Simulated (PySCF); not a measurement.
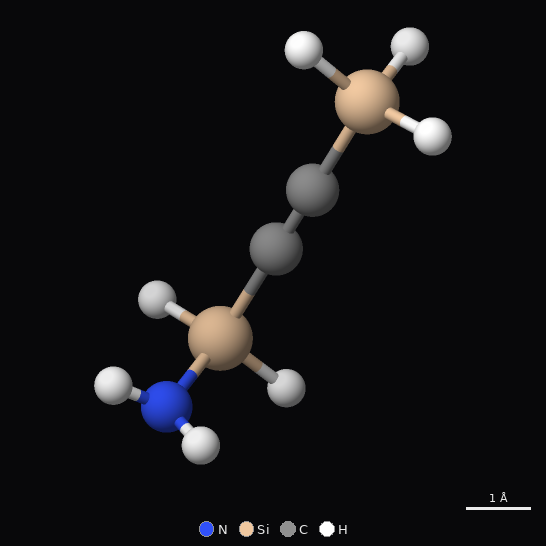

The picture shows a molecular structure as a ball-and-stick model. Every bond is drawn as one stick, whatever its order.

Give the formula.

C₂H₇NSi₂, 12 atoms: 2 carbon, 7 hydrogen, 1 nitrogen and 2 silicon.

Describe its rings.

It has no ring.

Count the bonded pairs by element.

5 Si–H, 2 C–Si, 2 N–H, 1 N–Si, 1 C–C.

Give a SMILES string for it.

N[SiH2]C#C[SiH3]

Name some functional groups or characteristic bonds that it holds.

Among them: alkyne, Si–H bond, Si–N bond.

More results for the same structure follow; atom numbers are the same in all pictures, views and colours differ. The geometry was computed by an optimisation with PBE0-D3(BJ)/def2-SVP. No frequency run is at hand to confirm it as a minimum.

### Geometry

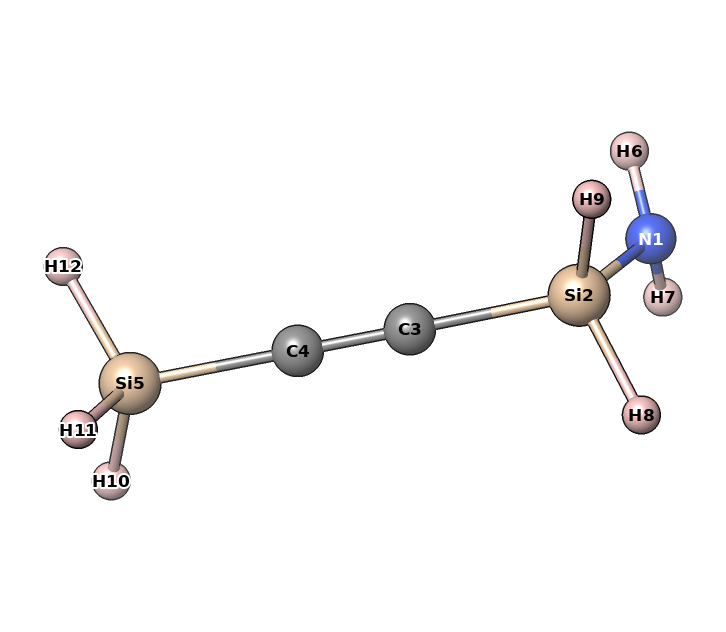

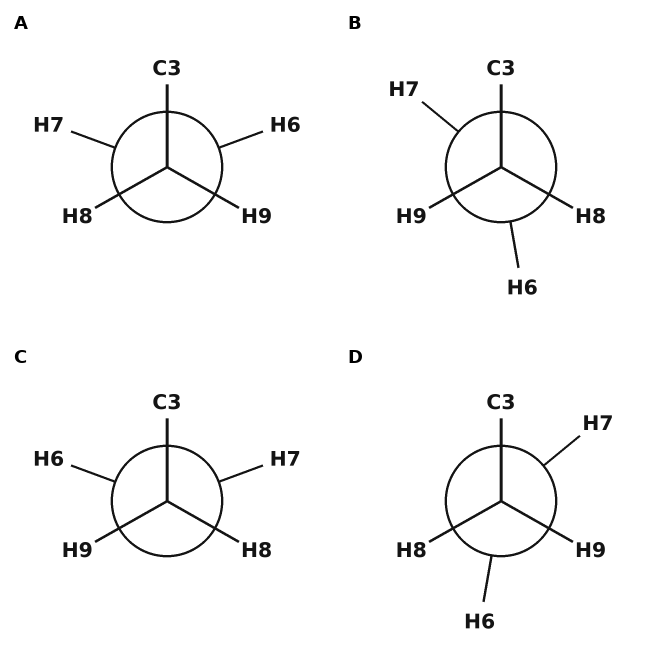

Depth is shown by fading: the farther an atom, the more it takes the colour of the background. Bonds that would overlap in a projection are set slightly apart. No frequency run is at hand to confirm it as a minimum.

Which Newman projection shows the view along Si2–N1, with Si2 in front?

A. The torsion angle C3–Si2–N1–H6 is 70°, synclinal (gauche).

### Excitation

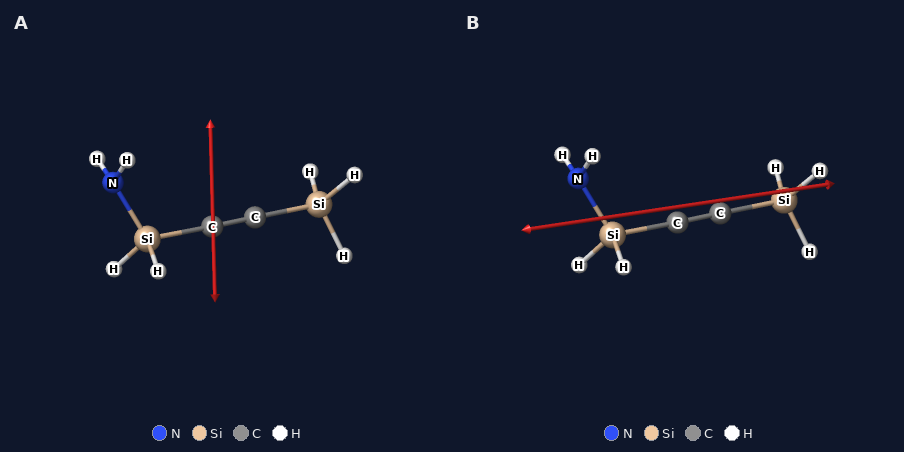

The double arrows show the directions of two transition dipoles from the ground state (lengths mean nothing). No frequency run is at hand to confirm it as a minimum. Method: TDDFT HF/def2-SVPD, vertical, gas phase, core orbitals frozen in the response (PySCF 2.14.0).

One belongs to singlet state 4 and one to singlet state 6. Which is which?

A: state 6, 8.29 eV (150 nm), oscillator strength 0.020, of mixed character, with the largest part HOMO−1 → LUMO (weight 0.48).
B: state 4, 7.71 eV (161 nm), oscillator strength 0.15, of mixed character, with the largest part HOMO−2 → LUMO (weight 0.28).

### NMR shielding

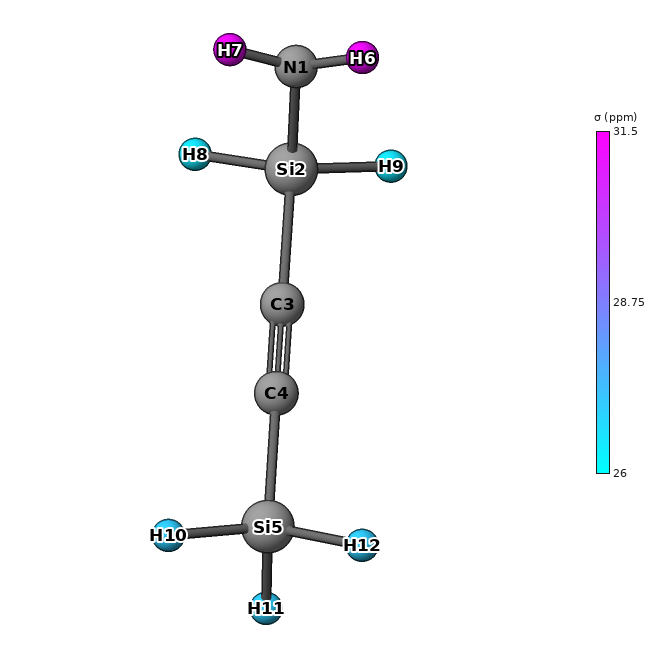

Atoms are coloured by their isotropic NMR shieldings (H only, the others grey). No frequency run is at hand to confirm it as a minimum. Level of theory: GIAO PBE0/aug-cc-pVDZ NMR shielding, non-relativistic, gas phase (PySCF 2.14.0).

Give the isotropic NMR shieldings of the H atoms atom by atom.

```csv
atom,σ (ppm)
H6,31.22
H7,31.22
H8,26.50
H9,26.50
H10,27.06
H11,27.06
H12,27.06
```

### Core levels

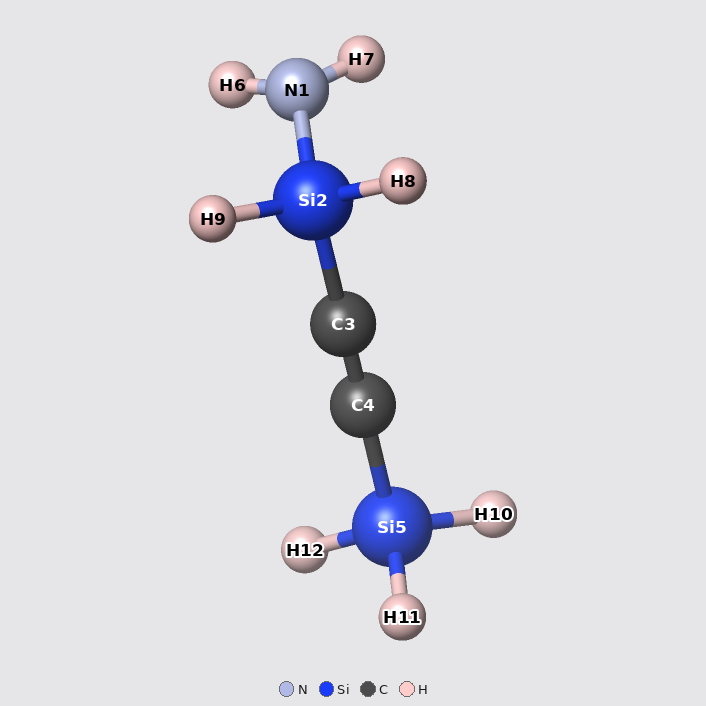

No frequency run is at hand to confirm it as a minimum. Properties computed with delta-SCF UKS SCAN, pcX-2 on the ionised atom, pcseg-1 elsewhere, non-relativistic (PySCF 2.14.0).

Give the core-electron binding energies (to vacuum; p and d levels without spin–orbit splitting) of N1 1s, Si2 1s, Si2 2p, C3 1s, C4 1s, Si5 1s, Si5 2p.

| atom | level | binding energy (eV) |
| --- | --- | --- |
| N1 | 1s | 404.6 |
| Si2 | 1s | 1842.8 |
| Si2 | 2p | 107.4 |
| C3 | 1s | 289.6 |
| C4 | 1s | 289.7 |
| Si5 | 1s | 1842.6 |
| Si5 | 2p | 107.3 |
